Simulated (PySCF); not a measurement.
```xyz
2

Ge    0.0000    0.0000   -0.3870
F     0.0000    0.0000    1.5060
```

The calculation used PySCF, PBE0/aug-pcseg-1, non-relativistic, at a bond length of 1.893 Å.

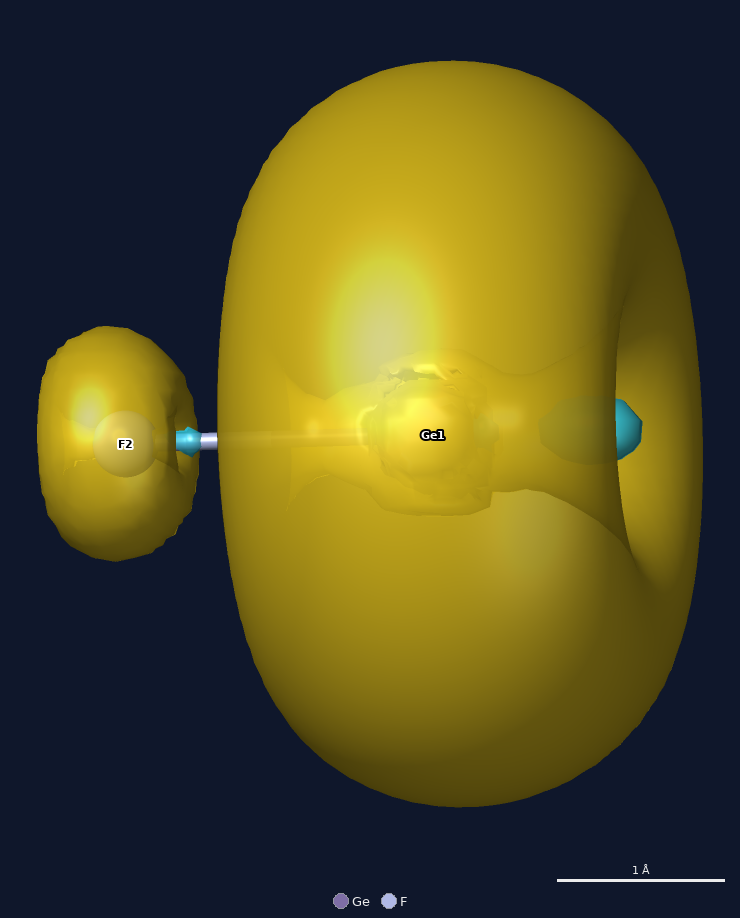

GeF (charge −1, triplet). Isosurfaces of the spin density (α minus β) at +0.015 (yellow) and −0.015 e/Å³ (cyan), seen from one side.

Question: Which atoms carry the spin?

Answer: The unpaired spin (2 electrons) lies mostly on Ge1 (about 1.9) and F2 (about 0.1), in electrons by Hirshfeld's partition.
